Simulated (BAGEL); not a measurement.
# C2H5FOSi (SMILES FC1CO[SiH2]1): HF/def2-SVP (density fitting with cc-pvqz-jkfit)

What is the vertical singlet–triplet gap of C2H5FOSi at HF/def2-SVP (density fitting with cc-pvqz-jkfit)? 

Program for the calculation: BAGEL 1.2.2.

**1. The system as given**

C2H5FOSi has 10 atoms, charge 0, and is taken as a singlet. SMILES: `FC1CO[SiH2]1`. The coordinates come from a PBE0-D4/def2-TZVP relaxation.

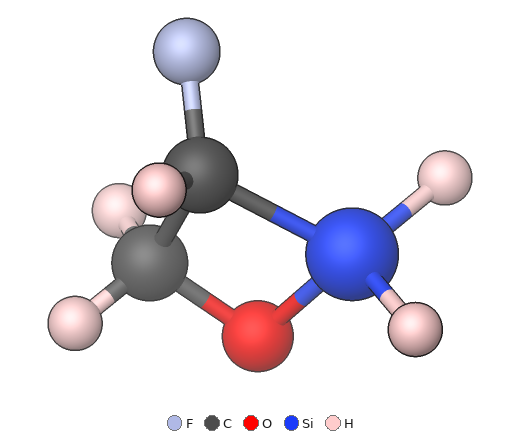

Viewed from a chosen angle; fluorine light blue, carbon dark grey, oxygen red, silicon blue, hydrogen pink.

**2. A single-point energy at HF/def2-SVP (density fitting with cc-pvqz-jkfit)**

Input file input.json:

```json
{ "bagel": [

{
  "title": "molecule",
  "basis": "svp",
  "df_basis": "cc-pvqz-jkfit",
  "angstrom": true,
  "geometry": [
    { "atom": "F", "xyz": [      -1.820400,      -0.327800,      -0.810900 ] },
    { "atom": "C", "xyz": [      -0.876100,      -0.083100,       0.166900 ] },
    { "atom": "C", "xyz": [       0.290700,      -1.089800,       0.153300 ] },
    { "atom": "O", "xyz": [       1.429900,      -0.216400,      -0.011900 ] },
    { "atom": "Si", "xyz": [       0.510300,       1.162100,      -0.206800 ] },
    { "atom": "H", "xyz": [      -1.390500,      -0.023800,       1.127800 ] },
    { "atom": "H", "xyz": [       0.197300,      -1.773400,      -0.695500 ] },
    { "atom": "H", "xyz": [       0.400800,      -1.665100,       1.076000 ] },
    { "atom": "H", "xyz": [       0.820800,       2.228700,       0.780400 ] },
    { "atom": "H", "xyz": [       0.520200,       1.737300,      -1.576300 ] }
  ]
},

{ "title": "hf" },

{ "title": "print", "file": "orbitals.molden", "orbitals": true }

]}
```

Run with:

```console
$ BAGEL_NUM_THREADS=1 BAGEL input.json > input.out
```

The log of the run:

```text
* using 1 threads per process

  ===============================================================
  ===============================================================

  *** Geometry ***

  { "atom" : "F", "xyz" : [     -3.440057,     -0.619452,     -1.532379 ] },
  { "atom" : "C", "xyz" : [     -1.655589,     -0.157036,      0.315395 ] },
  { "atom" : "C", "xyz" : [      0.549343,     -2.059424,      0.289695 ] },
  { "atom" : "O", "xyz" : [      2.702119,     -0.408937,     -0.022488 ] },
  { "atom" : "Si", "xyz" : [      0.964327,      2.196051,     -0.390795 ] },
  { "atom" : "H", "xyz" : [     -2.627664,     -0.044975,      2.131233 ] },
  { "atom" : "H", "xyz" : [      0.372843,     -3.351240,     -1.314305 ] },
  { "atom" : "H", "xyz" : [      0.757402,     -3.146583,      2.033345 ] },
  { "atom" : "H", "xyz" : [      1.551087,      4.211633,      1.474742 ] },
  { "atom" : "H", "xyz" : [      0.983036,      3.283021,     -2.978775 ] },

  Number of auxiliary basis functions:      827

  Since a DF basis is specified, we compute 2- and 3-index integrals:
    o Being stored without compression. Storage requirement is 0.065 GB

  Number of basis functions:       99
  Number of electrons      :       48

    * METHOD: MOLECULE                             0.86

  *** RHF ***

  === Nuclear Repulsion ===
   240.1177483176

      * DIIS with orbital gradients will be used.

  === RHF iteration (svp) ===
      0       -541.35535761          0.01571533           0.24
      1       -541.50296948          0.01022673           0.23
      2       -541.57245094          0.00150459           0.23
      3       -541.57458981          0.00046453           0.23
      4       -541.57475136          0.00008661           0.24
      5       -541.57476082          0.00003391           0.23
      6       -541.57476206          0.00001503           0.23
      7       -541.57476239          0.00000385           0.24
      8       -541.57476241          0.00000203           0.23
      9       -541.57476241          0.00000062           0.23
     10       -541.57476241          0.00000022           0.24
     11       -541.57476241          0.00000009           0.23
     12       -541.57476241          0.00000004           0.24
     13       -541.57476241          0.00000002           0.24
     14       -541.57476241          0.00000001           0.24
    * SCF iteration converged.

    * Permanent dipole moment:
           (    0.152138,    -0.222467,    -0.517645) a.u.

    * METHOD: HF                                   3.94

    * METHOD: PRINT                                0.02

  ===============================================================
```

Run time: 5.1 s. Hardware: 1 thread of Arm Neoverse V1, shared host; peak memory 0.21 GiB.

**3. The triplet, same level**

Input file input.json:

```json
{ "bagel" : [

{
  "title" : "molecule",
  "basis" : "svp",
  "df_basis" : "cc-pvqz-jkfit",
  "angstrom" : true,
  "geometry" : [
    { "atom" : "F", "xyz" : [   -1.820400,   -0.327800,   -0.810900 ] },
    { "atom" : "C", "xyz" : [   -0.876100,   -0.083100,    0.166900 ] },
    { "atom" : "C", "xyz" : [    0.290700,   -1.089800,    0.153300 ] },
    { "atom" : "O", "xyz" : [    1.429900,   -0.216400,   -0.011900 ] },
    { "atom" : "Si", "xyz" : [    0.510300,    1.162100,   -0.206800 ] },
    { "atom" : "H", "xyz" : [   -1.390500,   -0.023800,    1.127800 ] },
    { "atom" : "H", "xyz" : [    0.197300,   -1.773400,   -0.695500 ] },
    { "atom" : "H", "xyz" : [    0.400800,   -1.665100,    1.076000 ] },
    { "atom" : "H", "xyz" : [    0.820800,    2.228700,    0.780400 ] },
    { "atom" : "H", "xyz" : [    0.520200,    1.737300,   -1.576300 ] }
  ]
},
{
  "title" : "uhf",
  "charge" : 0,
  "nopen" : 2
},
{
  "title" : "print",
  "file" : "orbitals.molden",
  "orbitals" : true
}

]}
```

Run with:

```console
$ BAGEL_NUM_THREADS=1 BAGEL input.json > input.out
```

The log of the run:

```text
* using 1 threads per process

  ===============================================================
  ===============================================================

  *** Geometry ***

  { "atom" : "F", "xyz" : [     -3.440057,     -0.619452,     -1.532379 ] },
  { "atom" : "C", "xyz" : [     -1.655589,     -0.157036,      0.315395 ] },
  { "atom" : "C", "xyz" : [      0.549343,     -2.059424,      0.289695 ] },
  { "atom" : "O", "xyz" : [      2.702119,     -0.408937,     -0.022488 ] },
  { "atom" : "Si", "xyz" : [      0.964327,      2.196051,     -0.390795 ] },
  { "atom" : "H", "xyz" : [     -2.627664,     -0.044975,      2.131233 ] },
  { "atom" : "H", "xyz" : [      0.372843,     -3.351240,     -1.314305 ] },
  { "atom" : "H", "xyz" : [      0.757402,     -3.146583,      2.033345 ] },
  { "atom" : "H", "xyz" : [      1.551087,      4.211633,      1.474742 ] },
  { "atom" : "H", "xyz" : [      0.983036,      3.283021,     -2.978775 ] },

  Number of auxiliary basis functions:      827

  Since a DF basis is specified, we compute 2- and 3-index integrals:
    o Being stored without compression. Storage requirement is 0.065 GB

  Number of basis functions:       99
  Number of electrons      :       48

    * METHOD: MOLECULE                             0.91

  *** Open-shell HF ***

  === Nuclear Repulsion ===
   240.1177483176

      * DIIS with orbital gradients will be used.

  === UHF iteration (svp) ===
      0       -541.01282363          0.03352364           0.49
      1       -541.16374767          0.02808713           0.48
      2       -541.23489305          0.02009406           0.48
      3       -541.31291575          0.00206203           0.48
      4       -541.31923770          0.00144092           0.49
      5       -541.32217229          0.00082958           0.50
      6       -541.32492915          0.00041393           0.49
      7       -541.32553918          0.00031302           0.49
      8       -541.32602580          0.00019529           0.49
      9       -541.32633085          0.00010681           0.49
     10       -541.32640023          0.00005720           0.49
     11       -541.32641368          0.00003376           0.49
     12       -541.32641728          0.00001291           0.49
     13       -541.32641783          0.00000755           0.49
     14       -541.32641798          0.00000325           0.49
     15       -541.32641802          0.00000177           0.49
     16       -541.32641803          0.00000103           0.49
     17       -541.32641804          0.00000063           0.49
     18       -541.32641804          0.00000043           0.49
     19       -541.32641804          0.00000027           0.49
     20       -541.32641804          0.00000017           0.49
     21       -541.32641804          0.00000010           0.49
     22       -541.32641804          0.00000006           0.49
     23       -541.32641804          0.00000003           0.49
     24       -541.32641804          0.00000002           0.50
     25       -541.32641804          0.00000001           0.50
     26       -541.32641804          0.00000001           0.49
    * SCF iteration converged.

    * S^2 (UHF) is 2.0126

    * Permanent dipole moment:
           (    0.861122,     1.236842,    -0.849174) a.u.

    * METHOD: UHF                                 13.68

    * METHOD: PRINT                                0.02

  ===============================================================
```

Run time: 15 s. Hardware: 1 thread of Arm Neoverse V1, shared host; peak memory 0.21 GiB.

**4. What came out**

At HF/def2-SVP (density fitting with cc-pvqz-jkfit):

| quantity | value |
| --- | --- |
| singlet: total energy | -541.57476 Eh |
| singlet: dipole moment | 1.48 D |
| singlet: HOMO energy | -11.64 eV |
| singlet: LUMO energy | 3.38 eV |
| singlet: HOMO–LUMO gap | 15.02 eV |
| triplet: total energy | -541.32642 Eh |
| triplet: dipole moment | 4.40 D |
| triplet: ⟨S²⟩ | 2.013 |
| vertical energy of the triplet above the singlet | 6.758 eV |

**Reading.** At this shape the triplet lies 6.76 eV (156 kcal/mol) above the singlet.
